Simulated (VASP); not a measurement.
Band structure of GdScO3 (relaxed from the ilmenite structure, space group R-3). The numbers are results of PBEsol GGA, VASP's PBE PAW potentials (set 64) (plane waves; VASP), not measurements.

The 4f electrons are frozen in the core of the lanthanide potential, so 4f levels, which can set the real gap, and their magnetism are missing.

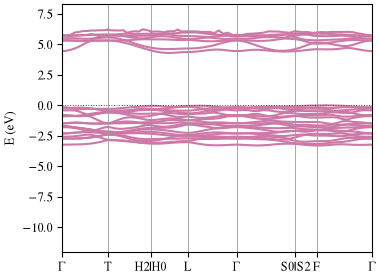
Fig. 1. Bands along high-symmetry lines, zero at the valence-band maximum or, without a gap, the Fermi level

### Question
Read the plot: is there a gap, and where are the band edges?

### Answer
The gap is indirect, 4.30 eV, from the valence maximum at F-Γ at 0.18 to the conduction minimum at H0-L at 0.45. (Edges off the drawn lines would not show.)

The structure was generated: GdScO3 was put into the ilmenite type (R-3), which need not be its known phase. It was relaxed first.
